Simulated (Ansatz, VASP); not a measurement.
## Cross-check of LiPS3 between VASP and Ansatz

One calculation is typed for both programs; each brings its own data sets and cutoff. How far apart do they land?

Main program and level: Ansatz 0.2.0; plane waves, with VASP 6.6.1 beside it; single point at PBE.

## Step 1: Set-up

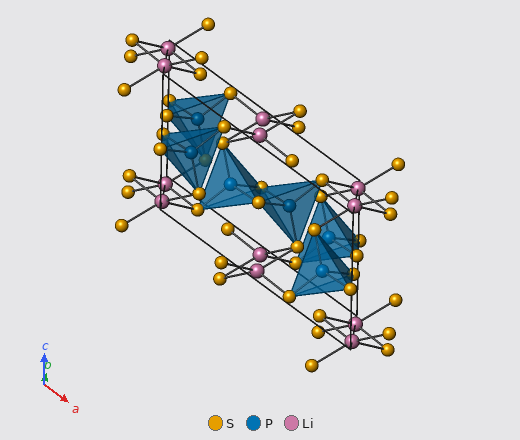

Start, viewed slightly off an axis; sulfur orange, phosphorus blue, lithium pink. This picture shows the conventional cell, with its axes. Some periodic images of atoms are drawn too.

## Step 2: Ansatz: single point, PBE

Ansatz runs on its default PAW (the set named soft_2) files.

A single point gives forces, pressure and levels at one fixed geometry, so differences don't come from the geometry; what else differs is listed under the comparison.

Contents of input.yaml:

```yaml
crystal:
  lattice:
    - [5.5578, -3.5035, 0.0]
    - [5.5578, 3.5035, 0.0]
    - [-3.7957895619, 0.0, 5.3074392707]
  atoms:
    - { symbol: S, position: [0.222953416, 0.777046584, 0.5] }
    - { symbol: S, position: [0.777046584, 0.222953416, 0.5] }
    - { symbol: S, position: [0.1988591977, 0.1988591977, 0.3229731114] }
    - { symbol: S, position: [0.8011408023, 0.8011408023, 0.6770268886] }
    - { symbol: S, position: [0.3217142488, 0.3217142488, 0.9413457536] }
    - { symbol: S, position: [0.6782857512, 0.6782857512, 0.0586542464] }
    - { symbol: P, position: [0.1536007162, 0.1536007162, 0.579243849] }
    - { symbol: P, position: [0.8463992838, 0.8463992838, 0.420756151] }
    - { symbol: Li, position: [0.7584985498, 0.2415014502, 0.0] }
    - { symbol: Li, position: [0.2415014502, 0.7584985498, 0.0] }
hamiltonian:
  xc: pbe
  pseudopotentials: { kind: paw }
kpoints:
  mp_grid: { grid: [4, 4, 4] }
scf:
  occupations: { method: gaussian, width: 0.01 }
  n_extra_bands: 6
output:
  forces: true
  stress: true
  eigenvalues: true
```

Run with:

```
$ ansatz run input.yaml --threads 4 --pin off --max-ram 9216MiB --backend cpu --events-out ev --progress --plain --runs-dir out
```

Numbers of over 12 decimals in the logs are rounded to 6 here.

Output:

```text
scf.n_extra_bands = 6 over 26 filled bands (N_el = 52.0): the run solves 32 bands
Engine: ansatz 0.2.0, aarch64-unknown-linux-gnu
Pseudopotentials: kind: paw
Pseudopotential: S, paw, valence charge 6, recommended cutoff 420 eV (normal), S.paw.azcp
Pseudopotential: P, paw, valence charge 5, recommended cutoff 420 eV (normal), P.paw.azcp
Pseudopotential: Li, paw, valence charge 3, recommended cutoff 420 eV (normal), Li.paw.azcp
Functional definition: PBE
  parameter kappa = 0.804
  parameter beta = 0.066725
  exchange = pbe_x(kappa = kappa, mu = beta*pi^2/3)
  correlation = pbe_c(beta = beta)
Crystal: 10 atoms, lattice volume = 206.690 Å³
Basis set: ecut = 420 eV, 3981 PW (Γ), exchange–correlation on 90×90×90 points (8 copies of the dense FFT grid, shifted against one another)
Bands: 32, of which v1, the nominal top of the filled ones, is band 26 counted from 1 (25 counted from 0)
Symmetry: 4 space group operations
Space group: C2/m (ITA 12), of the structure as read, at distance tolerance 5.9e-5 Å
k-points: 24 of 64
Non-local potential: S, projectors of the file, l = 0: 2, l = 1: 2, l = 2: 2
Non-local potential: P, projectors of the file, l = 0: 2, l = 1: 2, l = 2: 2
Non-local potential: Li, projectors of the file, l = 0: 3, l = 1: 2, l = 2: 1
PAW form: soft (Blöchl's): semilocal exchange-correlation on the pseudo side does not see the compensation charge
PAW one-centre angular grid: S, 110 points (default); XC on 64 Gauss nodes
PAW one-centre angular grid: P, 110 points (default); XC on 64 Gauss nodes
PAW one-centre angular grid: Li, 110 points (default); XC on 64 Gauss nodes
Initial density: superposition of atomic densities (neutral atoms: chi_scale 0, normalization atom), corrected by the library's trained network
Initial wavefunctions: pseudopotential atomic-orbital guess
Functional: x = pbe(κ = 0.804, μ = 0.219515), c = pbe(β = 0.066725)
SCF iter   1: F=—  HF=-7338.811548 eV  |F-HF|=—  |Δ(HF+E_count)|=         —  Δρ=1.45e-3  dr2=3.47e-3  ethr=1.77e-3  ⟨swp⟩=9.5  Hψ=4349  notcnv=0
preconditioner: auto → Resta (q_TF=auto, 2.168 Å⁻¹)  ε∞=4.7  [insulator: Δε(μ)=1.764 eV  Ē_g=9.363 eV  σ=0.010 eV  W_gap=1.00  n_scr=34 (ndim 8)  ℏωp=17.9 eV  f_vac=0.000  D(μ)=0.00/eV (n_scr^D=0)  ε∞_Penn≈4.7]
SCF iter   2: F=—  HF=-7338.808179 eV  |F-HF|=—  |Δ(HF+E_count)|=   3.37e-3  Δρ=8.24e-4  dr2=1.14e-3  ethr=6.68e-6  ⟨swp⟩=3.2  Hψ=2011  notcnv=0  defer=37
SCF iter   3: F=—  HF=-7338.808798 eV  |F-HF|=—  |Δ(HF+E_count)|=   6.19e-4  Δρ=3.80e-4  dr2=2.29e-4  ethr=2.19e-6  ⟨swp⟩=2.2  Hψ=1211  notcnv=0  defer=37
SCF iter   4: F=—  HF=-7338.809061 eV  |F-HF|=—  |Δ(HF+E_count)|=   2.63e-4  Δρ=1.40e-4  dr2=3.43e-5  ethr=4.39e-7  ⟨swp⟩=2.8  Hψ=1482  notcnv=0  defer=37
SCF iter   5: F=—  HF=-7338.809108 eV  |F-HF|=—  |Δ(HF+E_count)|=   4.65e-5  Δρ=3.18e-5  dr2=3.32e-6  ethr=6.60e-8  ⟨swp⟩=2.6  Hψ=1326  notcnv=0  defer=37
SCF iter   6: F=—  HF=-7338.809110 eV  |F-HF|=—  |Δ(HF+E_count)|=   1.91e-6  Δρ=7.05e-6  dr2=2.06e-7  ethr=6.38e-9  ⟨swp⟩=2.2  Hψ=1211  notcnv=0  defer=37
SCF iter   7: F=-7338.809110 eV  HF=-7338.809110 eV  |F-HF|=1.95e-9  |Δ(HF+E_count)|=   1.62e-8  Δρ=1.45e-6  dr2=7.25e-9  ethr=1.92e-10  ⟨swp⟩=11.1  Hψ=3824  notcnv=0
SCF 1 converged in 7 iterations: F = -7338.809110 eV  dr2 = 7.25e-9
  greatest PAW one-centre occupation: 1.000 electrons in one spin orbital (limit 2), on the Li atom at site 9 (counted from 0), in its partial waves of l = 0
SCF converged after 7 iterations
Free energy (F): -7338.809110 eV
Harris-Foulkes:  -7338.809110 eV  (|F-HF|=1.95e-9)
Internal energy: -7338.809110 eV  (E = F + TS)
E sigma→0 (E₀):  -7338.809110 eV
Fermi energy:    4.710816 eV
--- Per-component energies (eV) ---
  E_band       = -260.310359
  E_kinetic    = 832.334950
  E_local      = -1372.508078  (includes V_loc(G=0)·N_el)
  E_nonlocal   = 170.406927
  E_hartree    = 428.048160
  E_xc         = -729.338936
  E_vxc        = -676.468854  (∫ρ·V_xc dr)
  E_paw        = -4782.235433  (= ΣΔE_a)
  E_vpaw       = -70.171849  (= ΣTr[D̂ρ^β])
  E_aug_tail   = 0.000039  (compensation charges beyond the density's cutoff)
  E_ewald      = -1885.516739
  E_smearing   = -0.000000  (= −TS)
  E_closure    = -0.000000  (closes the sum)
  Σ components = -7338.809110   (vs F -7338.809110, Δ=0.00e0)
--- Forces (eV/Å), atoms counted from 1 ---
  atom   1  S      0.00000000    -0.14582808    -0.00000000
  atom   2  S      0.00000000     0.14582808     0.00000000
  atom   3  S      0.05398361    -0.00000000    -0.13716843
  atom   4  S     -0.05398361     0.00000000     0.13716843
  atom   5  S      0.05741572    -0.00000000     0.15448234
  atom   6  S     -0.05741572     0.00000000    -0.15448234
  atom   7  P     -0.01569108    -0.00000000    -0.03551943
  atom   8  P      0.01569108     0.00000000     0.03551943
  atom   9  Li     0.00000000    -0.01000759     0.00000000
  atom  10  Li    -0.00000000     0.01000759    -0.00000000
  max |Σ_I F_I| component: 3.47e-18 eV/Å
--- Stress (GPa, compression-positive) ---
        1.383661       0.000000      -0.047061
        0.000000       1.339277      -0.000000
       -0.047063      -0.000000       1.612071
  P = ⅓ Tr σ = 1.4450 GPa (14.450 kbar)
--- Band table (eV; the first three rows and the last of 24) ---
  k-point 0: bands = [... 22 lower, 3.0227, 3.3074, 3.4052, 3.8255, 5.9801, 6.5075, 6.8399, 7.6760, ... 2 higher]
  k-point 1: bands = [... 22 lower, 3.1015, 3.2409, 3.4044, 3.4118, 5.7224, 6.6118, 6.6436, 7.6404, ... 2 higher]
  k-point 2: bands = [... 22 lower, 3.0817, 3.1006, 3.1359, 3.1534, 5.5961, 6.4743, 6.6015, 7.8322, ... 2 higher]
  k-point 23: bands = [... 22 lower, 3.0770, 3.1138, 3.1566, 3.3324, 6.3255, 6.6341, 7.3517, 7.6661, ... 2 higher]
```

The job ended after 2.6 s (4 threads of Arm Neoverse V2, shared host; peak memory 0.59 GiB).

The run ends at a pressure of 1.45 GPa, with forces up to 0.16 eV/Å.

## Step 3: VASP: single point, PBE

The same cell, functional, mesh and smearing now go to VASP, with its own data sets and cutoff.

Lines of VASP's logs that name or quote its potential files are left out, and so is its time.

Contents of INCAR:

```
SYSTEM = LiPS3
PREC = Accurate
ENCUT = 650
EDIFF = 1E-07
NELM = 100
ISMEAR = 0
SIGMA = 0.01
LREAL = .FALSE.
ALGO = Normal
GGA = PE
NBANDS = 36
LORBIT = 11
LWAVE = .FALSE.
LCHARG = .FALSE.
KPAR = 4
```

Contents of POSCAR:

```
LiPS3
1.0
    5.5578000000     -3.5035000000      0.0000000000
    5.5578000000      3.5035000000      0.0000000000
   -3.7957895619      0.0000000000      5.3074392707
S P Li
6 2 2
Direct
    0.2229534160      0.7770465840      0.5000000000
    0.7770465840      0.2229534160      0.5000000000
    0.1988591977      0.1988591977      0.3229731114
    0.8011408023      0.8011408023      0.6770268886
    0.3217142488      0.3217142488      0.9413457536
    0.6782857512      0.6782857512      0.0586542464
    0.1536007162      0.1536007162      0.5792438490
    0.8463992838      0.8463992838      0.4207561510
    0.7584985498      0.2415014502      0.0000000000
    0.2415014502      0.7584985498      0.0000000000
```

Contents of KPOINTS:

```
Automatic mesh
0
Gamma
4 4 4
0 0 0
```

The projector-augmented-wave data sets are S, P and Li_sv (PBE family, release 64).

Run with:

```
$ mpirun -np 4 vasp_std
```

Output:

```text
[banner, memory and clock lines left out]
running    4 mpi-ranks, on    1 nodes
 distrk:  each k-point on    1 cores,    4 groups
 distr:  one band on    1 cores,    1 groups

 POSCAR found type information on POSCAR S P Li
 POSCAR found :  3 types and      10 ions
 LDA part: xc-table for (Slater+PW92), standard interpolation
 POSCAR, INCAR and KPOINTS ok, starting setup
 FFT: planning ... GRIDC
 FFT: planning ... GRID_SOFT
 FFT: planning ... GRID
 WAVECAR not read
 entering main loop
       N       E                     dE             d eps       ncg     rms          rms(c)
DAV:   1     0.357459652171E+03    0.35746E+03   -0.24876E+04  1728   0.154E+03
DAV:   2    -0.828460763818E+01   -0.36574E+03   -0.34971E+03  2192   0.283E+02
DAV:   3    -0.441688226686E+02   -0.35884E+02   -0.35628E+02  2572   0.857E+01
DAV:   4    -0.463789432832E+02   -0.22101E+01   -0.21985E+01  3168   0.189E+01
DAV:   5    -0.466880374208E+02   -0.30909E+00   -0.30905E+00  2608   0.364E+00    0.230E+01
DAV:   6    -0.451609006078E+02    0.15271E+01   -0.22952E+00  2112   0.718E+00    0.152E+01
DAV:   7    -0.450679182090E+02    0.92982E-01   -0.20335E+00  2232   0.548E+00    0.313E+00
DAV:   8    -0.450396997449E+02    0.28218E-01   -0.27113E-01  2096   0.240E+00    0.213E+00
DAV:   9    -0.450425010088E+02   -0.28013E-02   -0.40210E-02  2216   0.848E-01    0.656E-01
DAV:  10    -0.450426625181E+02   -0.16151E-03   -0.26934E-03  2528   0.272E-01    0.414E-01
DAV:  11    -0.450431446091E+02   -0.48209E-03   -0.12673E-03  2048   0.162E-01    0.943E-02
DAV:  12    -0.450431730593E+02   -0.28450E-04   -0.16433E-04  2576   0.567E-02    0.464E-02
DAV:  13    -0.450431918879E+02   -0.18829E-04   -0.50941E-05  2184   0.314E-02    0.226E-02
DAV:  14    -0.450431950213E+02   -0.31334E-05   -0.73947E-06  2240   0.143E-02    0.241E-02
DAV:  15    -0.450431951366E+02   -0.11526E-06   -0.20553E-06  2224   0.565E-03    0.138E-02
DAV:  16    -0.450431954586E+02   -0.32201E-06   -0.45568E-07  1868   0.313E-03    0.658E-03
DAV:  17    -0.450431954584E+02    0.22374E-09   -0.14870E-07  1416   0.173E-03
   1 F= -.45043195E+02 E0= -.45043195E+02  d E =-.151149E-65
```

From OUTCAR (step 3):

```text
ion  position               nearest neighbor table
   1  0.223  0.777  0.500-   7 2.14   8 2.14
   2  0.777  0.223  0.500-   7 2.14   8 2.14
   3  0.199  0.199  0.323-   7 2.01   9 2.60  10 2.60
   4  0.801  0.801  0.677-   8 2.01   9 2.60  10 2.60
   5  0.322  0.322  0.941-   7 1.98   9 2.54  10 2.54
   6  0.678  0.678  0.059-   8 1.98   9 2.54  10 2.54
   7  0.154  0.154  0.579-   5 1.98   3 2.01   1 2.14   2 2.14   8 2.94
   8  0.846  0.846  0.421-   6 1.98   4 2.01   1 2.14   2 2.14   7 2.94
   9  0.758  0.242  0.000-   5 2.54   6 2.54   3 2.60   4 2.60
  10  0.242  0.758  0.000-   5 2.54   6 2.54   3 2.60   4 2.60

  LATTYP: Found a base centered monoclinic cell.
 ALAT       =    11.1156000000
 B/A-ratio  =     0.6303753284
 C/A-ratio  =     0.5870218432
 COS(beta)  =    -0.5817212858

 Subroutine GETGRP returns: Found  4 space group operations
 (whereof  4 operations were pure point group operations)

The static configuration has the point symmetry C_2h.

 Found     24 irreducible k-points:

   k-points           NKPTS =     24   k-points in BZ     NKDIM =     24   number of bands    NBANDS=     36

   dimension x,y,z NGX =    56 NGY =   56 NGZ =   54
   dimension x,y,z NGXF=   112 NGYF=  112 NGZF=  108

   ENCUT  =  650.0 eV  47.77 Ry    6.91 a.u.  13.66 13.66 13.56*2*pi/ulx,y,z

   NELECT =      52.0000    total number of electrons

 k-points in reciprocal lattice and weights: Automatic mesh
   0.00000000  0.00000000  0.00000000       0.016
   0.25000000 -0.00000000  0.00000000       0.062
   0.50000000 -0.00000000  0.00000000       0.031
   0.25000000  0.25000000  0.00000000       0.031
   0.50000000  0.25000000  0.00000000       0.062
  -0.25000000  0.25000000  0.00000000       0.031
   0.50000000  0.50000000  0.00000000       0.016
   0.00000000  0.00000000  0.25000000       0.031
   0.25000000 -0.00000000  0.25000000       0.062
[...]
-0.25000000  0.25000000  0.50000000       0.031
   0.50000000  0.50000000  0.50000000       0.016

 average (electrostatic) potential at core
       1 -88.7569       2 -88.7569       3 -87.7071       4 -87.7071       5 -87.6118
       6 -87.6118       7 -87.2714       8 -87.2714       9 -61.3592      10 -61.3592

 E-fermi :   2.9594

 k-point     1 :       0.0000    0.0000    0.0000
  band No.  band energies     occupation
    ...
     22       1.4901      2.00000
     23       2.0384      2.00000
     24       2.3246      2.00000
     25       2.4203      2.00000
     26       2.8401      2.00000
     27       4.9933      0.00000
     28       5.5318      0.00000
     29       5.8779      0.00000
     30       6.7077      0.00000
     31       7.0036      0.00000
    ...

 k-point     2 :       0.2500   -0.0000    0.0000
  band No.  band energies     occupation
    ...
     22       1.5450      2.00000
     23       1.7462      2.00000
     24       2.1853      2.00000
     25       2.4756      2.00000
     26       2.5900      2.00000
     27       4.9095      0.00000
     28       5.6605      0.00000
     29       5.9607      0.00000
     30       6.6707      0.00000
     31       7.1620      0.00000
    ...

 k-point     3 :       0.5000   -0.0000    0.0000
  band No.  band energies     occupation
    ...
     22       1.5868      2.00000
     23       1.8195      2.00000
     24       2.1277      2.00000
     25       2.2385      2.00000
     26       2.3521      2.00000
     27       4.8191      0.00000
     28       5.7787      0.00000
     29       6.0129      0.00000
     30       6.6648      0.00000
     31       7.3110      0.00000
    ...

  Total        1.2505162      1.3873602      1.3933808      0.0000000      0.0000000     -0.0326378
  in kB        9.6934830     10.7542406     10.8009095      0.0000000      0.0000000     -0.2529948
  external PRESSURE =      10.4162110 kB  Pullay stress =       0.0000000 kB

  energy-cutoff  :      650.00
  volume of cell :      206.69
      direct lattice vectors                 reciprocal lattice vectors
     5.557800000 -3.503500000  0.000000000     0.089963655 -0.142714428  0.064340463
     5.557800000  3.503500000  0.000000000     0.089963655  0.142714428  0.064340463
    -3.795789562  0.000000000  5.307439271     0.000000000  0.000000000  0.188414780

 POSITION                                       TOTAL-FORCE (eV/Angst)
 -----------------------------------------------------------------------------------
      3.65991      1.94127      2.65372        -0.000000     -0.050842      0.000000
      3.65991     -1.94127      2.65372        -0.000000      0.050842      0.000000
      0.98450      0.00000      1.71416        -0.023697      0.000000     -0.064897
      6.33531      0.00000      3.59328         0.023697      0.000000      0.064897
      0.00290      0.00000      4.99614         0.027617      0.000000      0.040932
      7.31691      0.00000      0.31130        -0.027617      0.000000     -0.040932
     -0.49132      0.00000      3.07430         0.009820      0.000000     -0.017482
      7.81113      0.00000      2.23314        -0.009820      0.000000      0.017482
      5.55780     -1.81130      0.00000        -0.000000     -0.010390     -0.000000
      5.55780      1.81130      0.00000        -0.000000      0.010390      0.000000
 -----------------------------------------------------------------------------------
    total drift:                                0.000000     -0.000000     -0.000000

  FREE ENERGIE OF THE ION-ELECTRON SYSTEM (eV)
  ---------------------------------------------------
  free  energy   TOTEN  =       -45.0431954584 eV

  energy  without entropy=      -45.0431954584  energy(sigma->0) =      -45.04319546

 total charge
# of ion       s       p       d       tot
------------------------------------------
    1        1.372   2.334   0.000   3.706
    2        1.372   2.334   0.000   3.706
    3        1.353   2.392   0.000   3.745
    4        1.353   2.392   0.000   3.745
    5        1.350   2.414   0.000   3.764
    6        1.350   2.414   0.000   3.764
    7        0.981   1.380   0.000   2.361
    8        0.981   1.380   0.000   2.361
    9        2.010   0.037   0.000   2.048
   10        2.010   0.037   0.000   2.048
--------------------------------------------------
tot         14.133  17.114   0.000  31.247

[... 3 further parts left out ...]
```

The run ends at a pressure of 1.04 GPa, with forces up to 0.069 eV/Å.

## Step 4: Comparison

Known differences besides the PAW data sets themselves: the cutoff is 420 eV in Ansatz and 650 eV in VASP; VASP leaves aspherical gradient terms in its spheres out (LASPH is not set), Ansatz keeps them. Total energies have different zeros and are not compared.

Both answers:

```tsv
quantity	Ansatz	VASP	difference
pressure (GPa)	1.45	1.04	+0.40
gap on the k mesh (eV)	1.771	1.768	+0.003
```

Forces (eV/Å; atoms numbered as in POSCAR):

```tsv
atom	Ansatz x, y, z	VASP x, y, z
S1	0.000, -0.146, 0.000	0.000, -0.051, 0.000
S2	0.000, 0.146, 0.000	0.000, 0.051, 0.000
S3	0.054, 0.000, -0.137	-0.024, 0.000, -0.065
S4	-0.054, 0.000, 0.137	0.024, 0.000, 0.065
S5	0.057, 0.000, 0.154	0.028, 0.000, 0.041
S6	-0.057, 0.000, -0.154	-0.028, 0.000, -0.041
P7	-0.016, 0.000, -0.036	0.010, 0.000, -0.017
P8	0.016, 0.000, 0.036	-0.010, 0.000, 0.017
Li9	0.000, -0.010, 0.000	0.000, -0.010, 0.000
Li10	0.000, 0.010, 0.000	0.000, 0.010, 0.000
```

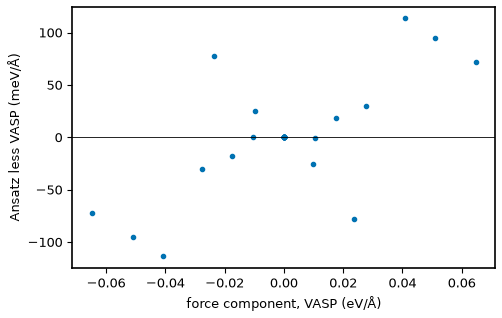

Difference of the force components against their size.

The forces differ by 48 meV/Å r.m.s., which is 184.4 % of the r.m.s. force of 0.03 eV/Å (both taken over all components).

## Step 5: Further runs

The difference is large enough to ask for its cause, so further runs change the set-up of one program at a time, as the table lists.

```tsv
run	r.m.s. force difference (meV/Å)
as above	48
Ansatz's larger PAW set (cutoff 780 eV)	49
norm-conserving potentials (cutoff 1034 eV)	47
```

## Step 6: Summary of results

| Item | Value |
| --- | --- |
| r.m.s. force difference (single point, PBE) | 48 meV/Å |

What this shows: The r.m.s. force difference is 48 meV/Å (single point, PBE), beyond the 12 meV/Å picked in this series as the mark of a large difference. For single point, PBE: no further run halves the r.m.s. force difference; only Ansatz's side was varied, and Ansatz's runs with other potentials lie closer to each other than to VASP, which for this quantity points to VASP's side; this was not tested here. 1 further run on this material is not shown. How closely two codes agree says nothing of how well the functional describes the real material.

[Lines on the potential files, build, host, timing and source positions are cut from VASP's logs without a mark.]

[Logs are printed without paths, hosts, clocks, repeated set-up lines and the standing remarks that a program may print on its own settings, such as how far it seeks lower states.]

[Hosts, paths, dates, database ids (printed as entryN), source tags and the programs' standing remarks are cut or masked in the printed files.]
